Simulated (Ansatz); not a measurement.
**SnSb4: a trial structure relaxed, part 1 of 2**

The task: take a trial cell of SnSb4 to zero force and stress.

Method: DFT PBE, scalar-relativistic, plane waves, PAW, in Ansatz 0.2.0.

## Step 1: Starting point

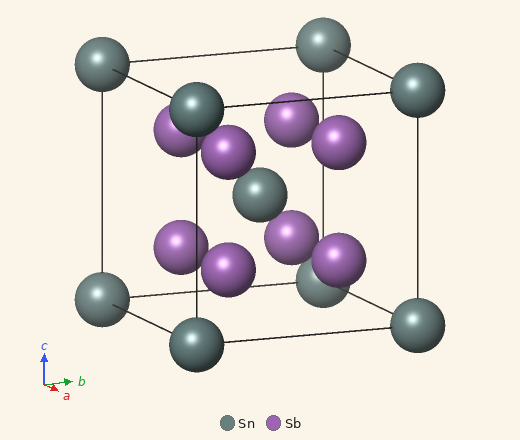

Start, viewed slightly off an axis; tin teal, antimony purple. Atoms on the faces are drawn again on the opposite ones. The cell drawn here is the conventional one.

Coordinates:

```xyz
5
Lattice="-3.3446 3.3446 3.3446 3.3446 -3.3446 3.3446 3.3446 3.3446 -3.3446" Properties=species:S:1:pos:R:3 pbc="T T T"
Sn    0.0000    0.0000    0.0000
Sb    1.6723    1.6723   -1.6723
Sb   -1.6723    1.6723    1.6723
Sb    1.6723   -1.6723    1.6723
Sb    1.6723    1.6723    1.6723
```

The cell is invented: species swapped into a database cell of Hg4Pt (Im-3m, No. 229), with Sb on the Hg sites and Sn on the Pt sites. Its size is a rough estimate.

## Step 2: Probe: one point on a coarse mesh

input.yaml reads:

```yaml
crystal:
  lattice:
    - [-3.34464413, 3.34464413, 3.34464413]
    - [3.34464413, -3.34464413, 3.34464413]
    - [3.34464413, 3.34464413, -3.34464413]
  atoms:
    - { symbol: Sn, position: [0.0, 0.0, 0.0] }
    - { symbol: Sb, position: [0.0, 0.0, 0.5] }
    - { symbol: Sb, position: [0.5, 0.0, 0.0] }
    - { symbol: Sb, position: [0.0, 0.5, 0.0] }
    - { symbol: Sb, position: [0.5, 0.5, 0.5] }
basis:
  ecutwfc: 420
kpoints:
  mp_grid: { grid: [4, 4, 4] }
hamiltonian:
  xc: pbe
scf:
  occupations: { method: gaussian, width: 0.1 }
  lower_state_search: "off"
output:
  forces: true
  stress: true
  eigenvalues: true
```

On the command line:

```
> ansatz run input.yaml --threads 1 --pin off --max-ram 2048MiB --backend cpu --events-out ev --progress --plain --runs-dir out
```

The program printed, shortened:

```text
Warning: RAYON_NUM_THREADS=1 ignored (pool sized by the plan → 1); use --threads N
[...]
Pseudopotentials: kind: paw
Pseudopotential: Sn, paw, valence charge 14, recommended cutoff 420 eV (normal), Sn.paw.azcp
Pseudopotential: Sb, paw, valence charge 15, recommended cutoff 420 eV (normal), Sb.paw.azcp
Functional definition: PBE
[...]
Crystal: 5 atoms, lattice volume = 149.661 Å³
Basis set: ecut = 420 eV, 2899 PW (Γ), exchange–correlation on 80×80×80 points (8 copies of the dense FFT grid, shifted against one another)
Bands: 45, of which v1, the nominal top of the filled ones, is band 37 counted from 1 (36 counted from 0)
Symmetry: 48 space group operations
Space group: Im-3m (ITA 229), of the structure as read, at distance tolerance 5.3e-5 Å
k-points: 8 of 64
[...]
SCF iter   1: F=—  HF=-31959.894835 eV  |F-HF|=—  |Δ(HF+E_count)|=         —  Δρ=1.93e-3  dr2=6.89e-3  ethr=1.77e-3  ⟨swp⟩=7.6  Hψ=1417  notcnv=0
[...]
SCF iter   7: F=-31959.889885 eV  HF=-31959.889885 eV  |F-HF|=7.37e-8  |Δ(HF+E_count)|=   9.35e-8  Δρ=7.97e-6  dr2=6.47e-8  ethr=1.35e-10  ⟨swp⟩=9.4  Hψ=1617  notcnv=0
[...]
SCF converged after 7 iterations
Free energy (F): -31959.889885 eV
[...]
E sigma→0 (E₀):  -31959.874985 eV
Entropy (-TS):   -0.029800 eV (-5.960 meV/atom)
Fermi energy:    9.885192 eV
[...]
--- Forces (eV/Å), atoms counted from 1 ---
  atom   1  Sn    -0.00000000     0.00000000    -0.00000000
  atom   2  Sb     0.00000000     0.00000000    -0.00000000
  atom   3  Sb     0.00000000    -0.00000000     0.00000000
  atom   4  Sb     0.00000000     0.00000000     0.00000000
  atom   5  Sb     0.00000000     0.00000000     0.00000000
[...]
--- Stress (GPa, compression-positive) ---
        6.646101      -0.000000      -0.000000
       -0.000000       6.646101      -0.000000
       -0.000000      -0.000000       6.646101
  P = ⅓ Tr σ = 6.6461 GPa (66.461 kbar)
--- Band table (eV; the first three rows and the last of 8) ---
[...]
```

Wall time 5.7 s (1 thread of Arm Neoverse N1, shared host); peak memory 0.39 GiB.

The probe gives pressure 6.6 GPa, largest force 0.00 eV/Å, gap on this mesh none (metal). A cheap, loose relaxation comes first.

## Step 3: Coarse relaxation

Edit input.yaml of step 2 so:

```diff
@@ -24 +24,6 @@
   eigenvalues: true
+relax:
+  adjacent_minimum: "off"
+  f_tol: 0.04
+  max_steps: 70
+  cell: { stress_tol: 0.4 }
```

On the command line:

```
> ansatz run input.yaml --threads 1 --pin off --max-ram 2048MiB --backend cpu --events-out ev --progress --plain --runs-dir out
```

The program printed:

```text
Warning: RAYON_NUM_THREADS=1 ignored (pool sized by the plan → 1); use --threads N
Engine: ansatz 0.2.0, aarch64-unknown-linux-gnu
[... 4 set-up lines as earlier in the session ...]
  parameter kappa = 0.804
  parameter beta = 0.06672455060314922
  exchange = pbe_x(kappa = kappa, mu = beta*pi^2/3)
  correlation = pbe_c(beta = beta)
Crystal: 5 atoms, lattice volume = 149.661 Å³
Basis set: ecut = 420 eV, 2899 PW (Γ), exchange–correlation on 80×80×80 points (8 copies of the dense FFT grid, shifted against one another)
Bands: 45, of which v1, the nominal top of the filled ones, is band 37 counted from 1 (36 counted from 0)
[... 2 set-up lines as earlier in the session ...]
k-points: 8 of 64
Non-local potential: Sn, projectors of the file, l = 0: 2, l = 1: 2, l = 2: 2, l = 3: 2
Non-local potential: Sb, projectors of the file, l = 0: 2, l = 1: 2, l = 2: 2, l = 3: 2
PAW form: soft (Blöchl's): semilocal exchange-correlation on the pseudo side does not see the compensation charge
PAW one-centre angular grid: Sn, 590 points (default); XC on 64 Gauss nodes
PAW one-centre angular grid: Sb, 590 points (default); XC on 64 Gauss nodes
Initial density: superposition of atomic densities (neutral atoms: chi_scale 0, normalization atom), corrected by the library's trained network
Initial wavefunctions: pseudopotential atomic-orbital guess
Functional: x = pbe(κ = 0.804, μ = 0.2195149727645171), c = pbe(β = 0.06672455060314922)
SCF iter   1: F=—  HF=-31959.894835 eV  |F-HF|=—  |Δ(HF+E_count)|=         —  Δρ=1.93e-3  dr2=6.89e-3  ethr=1.77e-3  ⟨swp⟩=7.6  Hψ=1417  notcnv=0
preconditioner: auto → LDOS  [metal: Δε(μ)=0.083 eV  Ē_g=7.834 eV  σ=0.100 eV  W_gap=0.43  n_scr=42 (ndim 8)  ℏωp=14.9 eV  f_vac=0.028  D(μ)=5.99/eV (n_scr^D=54)  β→1.0]
SCF iter   2: F=—  HF=-31959.890873 eV  |F-HF|=—  |Δ(HF+E_count)|=   3.96e-3  Δρ=1.34e-3  dr2=2.28e-3  ethr=9.31e-6  ⟨swp⟩=2.0  Hψ=724  notcnv=0
SCF iter   3: F=—  HF=-31959.889949 eV  |F-HF|=—  |Δ(HF+E_count)|=   9.24e-4  Δρ=4.47e-4  dr2=3.31e-4  ethr=3.08e-6  ⟨swp⟩=2.0  Hψ=630  notcnv=0
SCF iter   4: F=—  HF=-31959.889894 eV  |F-HF|=—  |Δ(HF+E_count)|=   5.55e-5  Δρ=1.92e-4  dr2=6.46e-5  ethr=4.48e-7  ⟨swp⟩=2.5  Hψ=458  notcnv=0
SCF iter   5: F=—  HF=-31959.889887 eV  |F-HF|=—  |Δ(HF+E_count)|=   6.17e-6  Δρ=7.03e-5  dr2=4.92e-6  ethr=8.74e-8  ⟨swp⟩=3.0  Hψ=629  notcnv=0
SCF iter   6: F=—  HF=-31959.889885 eV  |F-HF|=—  |Δ(HF+E_count)|=   2.32e-6  Δρ=1.48e-5  dr2=3.04e-7  ethr=6.65e-9  ⟨swp⟩=2.0  Hψ=448  notcnv=0
SCF iter   7: F=-31959.889885 eV  HF=-31959.889885 eV  |F-HF|=7.37e-8  |Δ(HF+E_count)|=   9.35e-8  Δρ=7.97e-6  dr2=6.47e-8  ethr=1.35e-10  ⟨swp⟩=9.4  Hψ=1617  notcnv=0
SCF 1 converged in 7 iterations: F = -31959.889885 eV  dr2 = 6.47e-8
relax step   1: F+E_penalty+E_count = -31959.88988486 eV  Δ(F+E_penalty+E_count) = +0.000e0 eV  max|allowed force component| = 3.376e-29 eV/Å  Δτ_max = 0.0000 Å  P = +6.646 GPa  Ω = 149.661 Å³  (7 SCF iters, dr2 threshold 1.00e-7 eV, accepted)
Crystal: 5 atoms, lattice volume = 172.634 Å³
Basis set: ecut = 420 eV, 3367 PW (Γ), exchange–correlation on 80×80×80 points (8 copies of the dense FFT grid, shifted against one another)
Initial density: handed on by an earlier stage of this run
Initial wavefunctions: those handed on with the density
iter 1 solved again at ethr=1.92e-5 eV; its pass at ethr=3.10e-3 eV (dr2=1.42e-2 eV) is discarded
SCF iter   1: F=—  HF=-31960.233501 eV  |F-HF|=—  |Δ(HF+E_count)|=         —  Δρ=2.44e-3  dr2=1.38e-2  ethr=1.92e-5  ⟨swp⟩=1.9  Hψ=2236  notcnv=0
preconditioner: auto → LDOS  [metal: Δε(μ)=0.066 eV  Ē_g=7.199 eV  σ=0.100 eV  W_gap=0.36  n_scr=42 (ndim 8)  ℏωp=13.8 eV  f_vac=0.060  D(μ)=6.15/eV (n_scr^D=54)  β→1.0]
SCF iter   2: F=—  HF=-31960.235973 eV  |F-HF|=—  |Δ(HF+E_count)|=   2.47e-3  Δρ=7.83e-4  dr2=1.56e-3  ethr=1.87e-5  ⟨swp⟩=2.0  Hψ=439  notcnv=0
SCF iter   3: F=—  HF=-31960.236623 eV  |F-HF|=—  |Δ(HF+E_count)|=   6.50e-4  Δρ=1.89e-4  dr2=9.79e-5  ethr=2.11e-6  ⟨swp⟩=2.0  Hψ=456  notcnv=0
SCF iter   4: F=—  HF=-31960.236649 eV  |F-HF|=—  |Δ(HF+E_count)|=   2.60e-5  Δρ=6.43e-5  dr2=6.03e-6  ethr=1.32e-7  ⟨swp⟩=2.0  Hψ=498  notcnv=0
SCF iter   5: F=—  HF=-31960.236648 eV  |F-HF|=—  |Δ(HF+E_count)|=   9.21e-7  Δρ=2.57e-5  dr2=1.19e-6  ethr=6.76e-10  ⟨swp⟩=8.0  Hψ=1581  notcnv=0
SCF iter   6: F=-31960.236648 eV  HF=-31960.236648 eV  |F-HF|=5.12e-8  |Δ(HF+E_count)|=   1.37e-7  Δρ=5.45e-6  dr2=7.70e-8  ethr=6.76e-10  ⟨swp⟩=5.9  Hψ=1232  notcnv=0
SCF 2 converged in 6 iterations: F = -31960.236648 eV  dr2 = 7.70e-8
relax step   2: F+E_penalty+E_count = -31960.23664828 eV  Δ(F+E_penalty+E_count) = -3.468e-1 eV  max|allowed force component| = 2.840e-29 eV/Å  Δτ_max = 0.0000 Å  P = -0.861 GPa  Ω = 172.634 Å³  energy of the carried Pulay correction = -5.250e-3 eV  (6 SCF iters, dr2 threshold 5.00e-7 eV, accepted)
Crystal: 5 atoms, lattice volume = 169.649 Å³
Basis set: ecut = 420 eV, 3319 PW (Γ), exchange–correlation on 80×80×80 points (8 copies of the dense FFT grid, shifted against one another)
iter 1 solved again at ethr=6.18e-7 eV; its pass at ethr=3.10e-3 eV (dr2=4.57e-4 eV) is discarded
SCF iter   1: F=—  HF=-31960.246796 eV  |F-HF|=—  |Δ(HF+E_count)|=         —  Δρ=2.54e-4  dr2=2.16e-4  ethr=6.18e-7  ⟨swp⟩=2.9  Hψ=1794  notcnv=0
preconditioner: auto → LDOS  [metal: Δε(μ)=0.065 eV  Ē_g=7.272 eV  σ=0.100 eV  W_gap=0.35  n_scr=42 (ndim 8)  ℏωp=14.0 eV  f_vac=0.045  D(μ)=6.38/eV (n_scr^D=54)  β→1.0]
SCF iter   2: F=—  HF=-31960.246775 eV  |F-HF|=—  |Δ(HF+E_count)|=   2.13e-5  Δρ=8.56e-5  dr2=2.19e-5  ethr=2.92e-7  ⟨swp⟩=2.0  Hψ=416  notcnv=0
SCF iter   3: F=—  HF=-31960.246780 eV  |F-HF|=—  |Δ(HF+E_count)|=   5.56e-6  Δρ=2.10e-5  dr2=1.24e-6  ethr=2.96e-8  ⟨swp⟩=2.0  Hψ=446  notcnv=0
SCF iter   4: F=-31960.246781 eV  HF=-31960.246781 eV  |F-HF|=2.90e-8  |Δ(HF+E_count)|=   5.46e-7  Δρ=5.74e-6  dr2=5.09e-8  ethr=6.76e-10  ⟨swp⟩=7.1  Hψ=1421  notcnv=0
SCF 3 converged in 4 iterations: F = -31960.246781 eV  dr2 = 5.09e-8
relax step   3: F+E_penalty+E_count = -31960.24678070 eV  Δ(F+E_penalty+E_count) = -1.013e-2 eV  max|allowed force component| = 1.885e-28 eV/Å  Δτ_max = 0.0000 Å  P = -0.149 GPa  Ω = 169.649 Å³  energy of the carried Pulay correction = -4.610e-3 eV  (4 SCF iters, dr2 threshold 5.00e-7 eV, accepted)
Basis set: ecut = 420 eV, 3319 PW (Γ), exchange–correlation on 90×90×90 points (8 copies of the dense FFT grid, shifted against one another)
Initial wavefunctions: pseudopotential atomic-orbital guess (no wavefunctions were taken with the density)
iter 1 solved again at ethr=5.39e-7 eV; its pass at ethr=3.10e-3 eV (dr2=3.99e-4 eV) is discarded
SCF iter   1: F=—  HF=-31960.250161 eV  |F-HF|=—  |Δ(HF+E_count)|=         —  Δρ=8.52e-5  dr2=1.68e-6  ethr=5.39e-7  ⟨swp⟩=3.0  Hψ=2236  notcnv=0
preconditioner: auto → LDOS  [metal: Δε(μ)=0.062 eV  Ē_g=7.272 eV  σ=0.100 eV  W_gap=0.34  n_scr=42 (ndim 8)  ℏωp=14.0 eV  f_vac=0.046  D(μ)=6.43/eV (n_scr^D=54)  β→1.0]
SCF iter   2: F=—  HF=-31960.250205 eV  |F-HF|=—  |Δ(HF+E_count)|=   4.49e-5  Δρ=2.19e-5  dr2=5.27e-7  ethr=2.27e-9  ⟨swp⟩=2.4  Hψ=662  notcnv=0
SCF iter   3: F=—  HF=-31960.250205 eV  |F-HF|=—  |Δ(HF+E_count)|=   3.12e-7  Δρ=5.03e-6  dr2=2.21e-8  ethr=7.13e-10  ⟨swp⟩=2.0  Hψ=652  notcnv=0
SCF iter   4: F=-31960.250205 eV  HF=-31960.250205 eV  |F-HF|=2.62e-10  |Δ(HF+E_count)|=   7.14e-9  Δρ=7.69e-7  dr2=1.49e-9  ethr=4.32e-12  ⟨swp⟩=7.2  Hψ=1377  notcnv=0
SCF 4 converged in 4 iterations: F = -31960.250205 eV  dr2 = 1.49e-9
relax step   4: F+E_penalty+E_count = -31960.25020517 eV  Δ(F+E_penalty+E_count) = -3.424e-3 eV  max|allowed force component| = 2.188e-28 eV/Å  Δτ_max = 0.0000 Å  P = -0.160 GPa  Ω = 169.649 Å³  stress off target by 1.60e-1 GPa  SCF on the basis re-selected at this cell (its energy is not comparable with the rows above)  (4 SCF iters)
basis re-selected at this cell: Δ(F+E_penalty+E_count) = -3.424e-3 eV, ΔP = -0.012 GPa vs the last step (what re-selecting the basis moved, of the pressure what is left beyond the Pulay correction that the steps carried, after the strain that the cell walked since its last selection, with what the two solves' SCF thresholds leave and, on support functions, any second-order correction that the steps lacked; it is no measure of the basis error at this ecutwfc). The dense FFT grid was sized anew with the basis: this SCF ran on 45×45×45 points, the steps before it on 40×40×40, so part of this shift can come from that change (see relax.cell in the input reference). This SCF's stress stands 1.60e-1 GPa from its target on what of the cell is left free (relax.cell.stress_tol is 4.00e-1 GPa) and its largest allowed force component is 2.19e-28 eV/Å (relax.f_tol is 4.00e-2 eV/Å): within both
SCF converged after 4 iterations
Free energy (F): -31960.250205 eV
Harris-Foulkes:  -31960.250205 eV  (|F-HF|=2.62e-10)
Internal energy: -31960.218054 eV  (E = F + TS)
E sigma→0 (E₀):  -31960.234129 eV
Entropy (-TS):   -0.032151 eV (-6.430 meV/atom)
Fermi energy:    8.111627 eV
--- Per-component energies (eV) ---
  E_band       = -895.604663
  E_kinetic    = 1009.243809
  E_local      = -8108.060614  (includes V_loc(G=0)·N_el)
  E_nonlocal   = 1412.996907
  E_hartree    = 3796.589080
  E_xc         = -933.990405
  E_vxc        = -477.585794  (∫ρ·V_xc dr)
  E_paw        = -22433.366920  (= ΣΔE_a)
  E_vpaw       = -2325.377423  (= ΣTr[D̂ρ^β])
  E_aug_tail   = -0.000007  (compensation charges beyond the density's cutoff)
  E_ewald      = -6703.629904
  E_smearing   = -0.032151  (= −TS)
  E_closure    = 0.000000  (closes the sum)
  Σ components = -31960.250205   (vs F -31960.250205, Δ=0.00e0)
--- Forces (eV/Å), atoms counted from 1 ---
  atom   1  Sn     0.00000000    -0.00000000     0.00000000
  atom   2  Sb    -0.00000000     0.00000000     0.00000000
  atom   3  Sb    -0.00000000     0.00000000     0.00000000
  atom   4  Sb    -0.00000000     0.00000000     0.00000000
  atom   5  Sb    -0.00000000    -0.00000000    -0.00000000
  max |Σ_I F_I| component: 3.79e-28 eV/Å
--- Stress (GPa, compression-positive) ---
       -0.160223       0.000000      -0.000000
        0.000000      -0.160223      -0.000000
        0.000000      -0.000000      -0.160223
  P = ⅓ Tr σ = -0.1602 GPa (-1.602 kbar)
--- Band table (eV; the first three rows and the last of 8) ---
  k-point 0: bands = ["-20.9933", "-20.9864", "-20.9864", "-20.9732", "-20.9732", "-20.9732", "-20.9595", "-20.9595", "-20.9595", "-20.9513", "-20.9513", "-20.9427", "-20.9427", "-20.9427", "-20.9280", "-20.9280", "-20.9280", "-20.9054", "-20.9054", "-20.9054", "-13.5267", "-13.5267", "-13.5267", "-13.4939", "-13.4939", "-3.5908", "0.0610", "0.0610", "0.0610", "2.9633", "3.4195", "3.4195", "3.4195", "5.4330", "5.4330", "5.4330", "9.4142", "9.4142", "9.4142", "10.5752", "10.5752", "11.2811", "12.2582", "12.2582", "13.3059"]
  k-point 1: bands = ["-20.9896", "-20.9825", "-20.9768", "-20.9754", "-20.9725", "-20.9717", "-20.9633", "-20.9557", "-20.9556", "-20.9479", "-20.9478", "-20.9459", "-20.9427", "-20.9425", "-20.9313", "-20.9282", "-20.9282", "-20.9154", "-20.9100", "-20.9099", "-13.5286", "-13.5278", "-13.5270", "-13.4943", "-13.4943", "-3.2693", "-0.7468", "-0.2589", "-0.0668", "1.9773", "3.5049", "4.4757", "5.4270", "5.5915", "5.7964", "6.2375", "8.1720", "8.3197", "9.6133", "10.0253", "10.8095", "11.3791", "11.6753", "11.6991", "12.5865"]
  k-point 2: bands = ["-20.9828", "-20.9809", "-20.9731", "-20.9724", "-20.9719", "-20.9702", "-20.9572", "-20.9572", "-20.9510", "-20.9508", "-20.9428", "-20.9424", "-20.9395", "-20.9394", "-20.9360", "-20.9359", "-20.9279", "-20.9278", "-20.9162", "-20.9159", "-13.5306", "-13.5290", "-13.5273", "-13.4948", "-13.4948", "-2.6075", "-1.8350", "-0.5029", "-0.1817", "1.7656", "3.5767", "5.8006", "6.1357", "6.3829", "6.8781", "6.9670", "7.5312", "8.1519", "8.4038", "8.9907", "9.3853", "10.5158", "10.7961", "13.1495", "13.6103"]
  k-point 7: bands = ["-20.9833", "-20.9833", "-20.9833", "-20.9818", "-20.9818", "-20.9818", "-20.9598", "-20.9532", "-20.9532", "-20.9532", "-20.9383", "-20.9383", "-20.9383", "-20.9317", "-20.9317", "-20.9289", "-20.9289", "-20.9289", "-20.9035", "-20.9035", "-13.5312", "-13.5312", "-13.5312", "-13.4958", "-13.4958", "-1.6026", "-1.6026", "-1.6026", "-0.8310", "1.4763", "4.0657", "4.0657", "6.2704", "6.2704", "6.2704", "9.1569", "9.1569", "9.1569", "9.7256", "10.6033", "10.6033", "10.6033", "11.1745", "11.1745", "11.1745"]
--- Relaxed structure (3 steps of the walk, 3 accepted, 1 SCFs on fresh bases) ---
  F+E_penalty+E_count = -31960.25020517 eV   max|allowed force component| = 2.188e-28 eV/Å   (the final SCF, on the basis selected at the relaxed cell)
  cell:  # Å, volume = 169.6495 Å³
    - [-3.4873657893858776, 3.4873657893858776, 3.4873657893858776]
    - [3.4873657893858776, -3.4873657893858776, 3.4873657893858776]
    - [3.4873657893858776, 3.4873657893858776, -3.4873657893858776]
  atoms:
    - { symbol: Sn, position: [-4.91850581673095e-36, -1.65549707978215e-35, -1.6435007241319864e-35] }
    - { symbol: Sb, position: [0.0, 0.0, 0.5000000000000001] }
    - { symbol: Sb, position: [0.5000000000000001, 0.0, 0.0] }
    - { symbol: Sb, position: [0.0, 0.5000000000000001, 0.0] }
    - { symbol: Sb, position: [0.5000000000000001, 0.5000000000000001, 0.5000000000000001] }
```

Wall time 27 s (1 thread of Arm Neoverse N1, shared host); peak memory 0.43 GiB.

Step by step:

| step | E - E(step 1) (eV/cell) | largest force component (eV/Å) | pressure (GPa) | volume (Å³) |
| --- | --- | --- | --- | --- |
| 1 | 0.0000 | 0.0000 | 6.65 | 149.66 |
| 2 | -0.3468 | 0.0000 | -0.86 | 172.63 |
| 3 | -0.3569 | 0.0000 | -0.15 | 169.65 |
| 4 | -0.3603 | 0.0000 | -0.16 | 169.65 |

Step 1 is the start. Step 4 repeats the geometry before it on a plane-wave basis chosen anew for that cell, so its energy need not be comparable with the rows above.

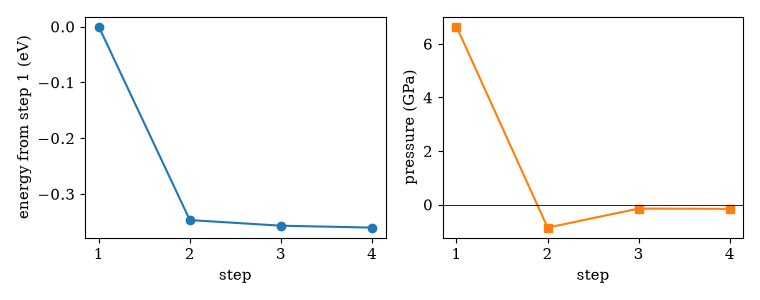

Energy and pressure along the relaxation.

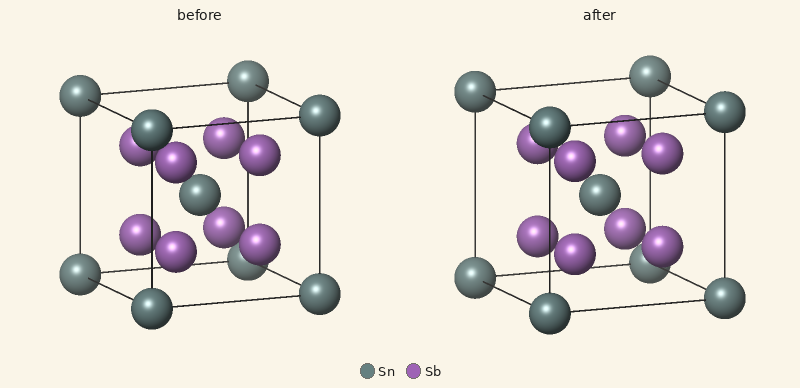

Before and after, at one scale.

Lengths and angles in the start's conventional setting:

|  | before | after | change |
| --- | --- | --- | --- |
| a (Å) | 6.689 | 6.975 | +4.3 % |
| b (Å) | 6.689 | 6.975 | +4.3 % |
| c (Å) | 6.689 | 6.975 | +4.3 % |
| volume (Å³/atom) | 29.93 | 33.93 | +13.4 % |
| shortest distance (Å) | 2.897 | 3.020 | +4.3 % |
| space group (0.01 Å) | Im-3m | Im-3m | same |

Forces and stress were held to the start's 48 operations: a distortion of lower symmetry was not tested.

(Continued in part 2 of 2.)
